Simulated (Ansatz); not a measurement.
```xyz
5

F    -0.4822   -0.3683   -1.0717
F    -3.3274    0.5410   -1.7576
F    -2.6999   -0.5528    1.0355
Nb   -2.2933   -0.6455   -0.7734
O    -2.6626   -2.1965   -1.2978
```

Geometry: PBE0-D4/def2-SVP; core potentials replace the inner electrons of Nb.

Theory: isolated molecule in a Gaussian basis; Kohn-Sham density functional theory, functional PBE0 in Ansatz 0.2.0.

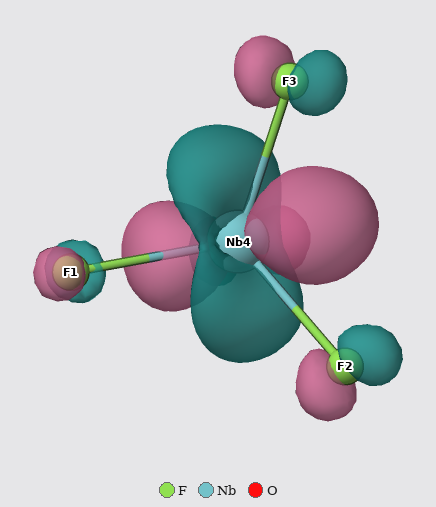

F$_{3}$NbO. The LUMO at ±0.2 Å⁻³ᐟ² (teal and pink are the two phases), seen across its widest extent.

> Describe this orbital and give its energy.

It lies mainly on Nb4 (about 70 %), O5 (about 10 %), F1 (about 5 %), F2 (about 5 %) and F3 (about 5 %). It is one of a degenerate set, so its orientation is arbitrary. Its energy is −2.29 eV.
